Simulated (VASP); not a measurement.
Band structure of Y (hcp). Level of theory: AM05 GGA, VASP's PBE PAW potentials (set 64) (plane waves; VASP).

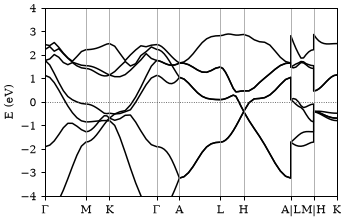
Bands along high-symmetry lines, zero at the valence-band maximum or, without a gap, the Fermi level

Task: Read the plot: is there a gap, and where are the band edges?

Result: It has no gap at this level: it comes out as a metal or semimetal. (Edges off the drawn lines would not show.)

The compound is Y in the hcp structure. It was relaxed first.
